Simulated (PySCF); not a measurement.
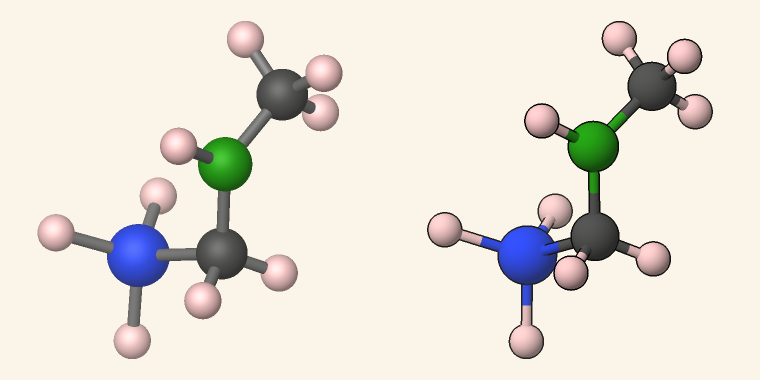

The same structure drawn twice, from different directions. Colours: carbon dark grey, boron green, silicon blue, hydrogen pink.

Identify the structure.

The molecule is C₂H₉BSi. As SMILES it reads `CBC[SiH3]`. It has no ring. Among its groups: Si–H bond, B–H bond. This geometry has C1 symmetry. Coordination: 2 C tetrahedral; 1 B trigonal planar; 1 Si tetrahedral.

More results for the same structure follow; atom numbers are the same in all pictures, views and colours differ. Computed geometry: PBE0-D3(BJ)/def2-SVP optimisation. No frequency run is at hand to confirm it as a minimum.

## Geometry

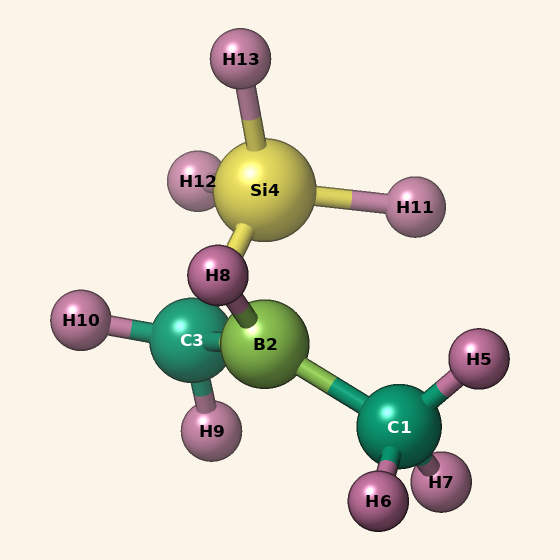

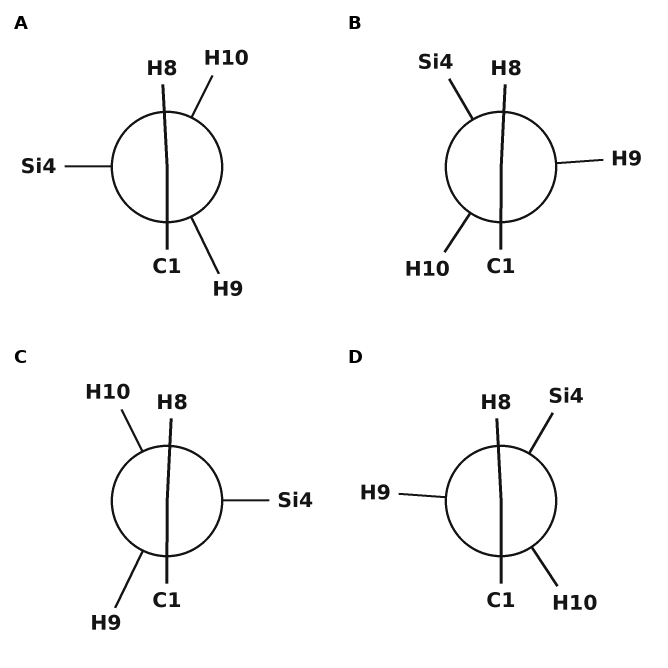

Atoms fade into the background with distance from the viewer. Bonds that would overlap in a projection are set slightly apart. No frequency run is at hand to confirm it as a minimum.

Which Newman projection shows the view along B2–C3, with B2 in front?

Answer. C. The torsion angle C1–B2–C3–Si4 is −91°, about perpendicular.

## Levels of theory compared

No frequency run is at hand to confirm it as a minimum. Program: PySCF 2.14.0.

Compare HOMO energy (eV), HOMO–LUMO gap (eV) at these levels: PBE0/def2-SVPD; PBE0/def2-SVPD in dichloromethane (IEF-PCM); PBE0/pcSseg-1; PBE0/pcSseg-1 in dichloromethane (IEF-PCM); PBE0/pcSseg-1 in water (IEF-PCM); WP04/pcSseg-2.

```csv
level,HOMO energy (eV),HOMO–LUMO gap (eV)
PBE0/def2-SVPD,−8.63,7.73
PBE0/def2-SVPD in dichloromethane (IEF-PCM),−8.53,7.74
PBE0/pcSseg-1,−8.65,7.78
PBE0/pcSseg-1 in dichloromethane (IEF-PCM),−8.56,7.79
PBE0/pcSseg-1 in water (IEF-PCM),−8.55,7.79
WP04/pcSseg-2,−9.75,7.11
```

## Core levels

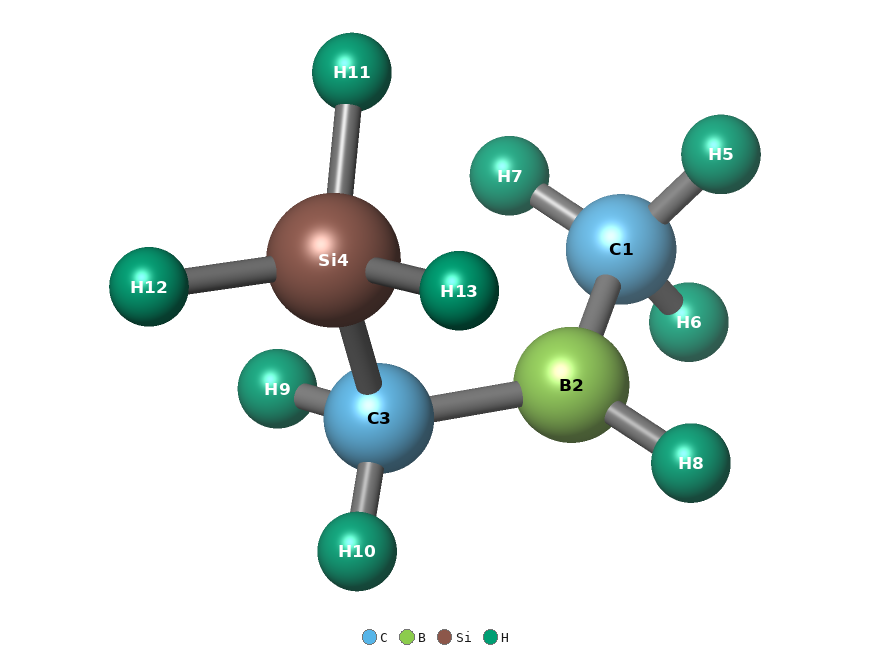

No frequency run is at hand to confirm it as a minimum. Method: delta-SCF UKS SCAN, pcX-2 on the ionised atom, pcseg-1 elsewhere, spin-free X2C (PySCF 2.14.0).

Give the core-electron binding energies (to vacuum; p and d levels without spin–orbit splitting) of C1 1s, B2 1s, C3 1s, Si4 1s, Si4 2p.

| atom | level | binding energy (eV) |
| --- | --- | --- |
| C1 | 1s | 290.1 |
| B2 | 1s | 195.6 |
| C3 | 1s | 289.9 |
| Si4 | 1s | 1846.6 |
| Si4 | 2p | 107.0 |

## Dipole moment

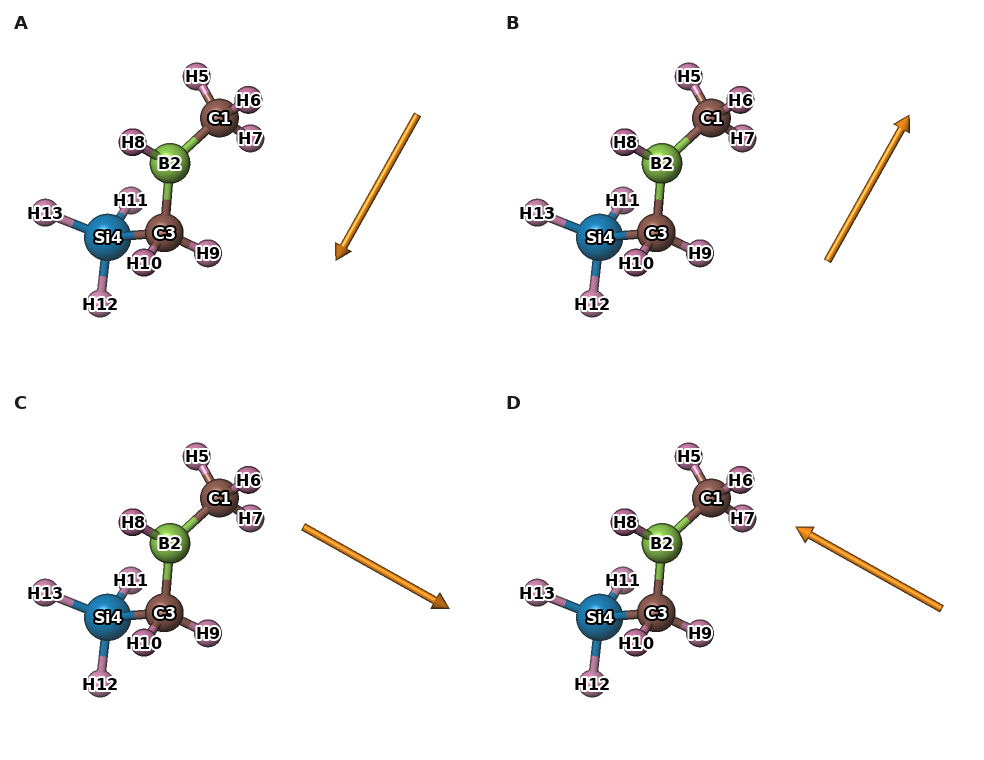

The same molecule four times, each with an arrow. No frequency run is at hand to confirm it as a minimum. Level of theory: PBE0/pcSseg-1 in water (IEF-PCM) (PySCF 2.14.0).

Which arrow points along the dipole moment, from the negative to the positive end?

Answer. C. The dipole moment is 0.86 D; it points from the side of H13 to the side of H9 (the outermost atoms at the two ends).
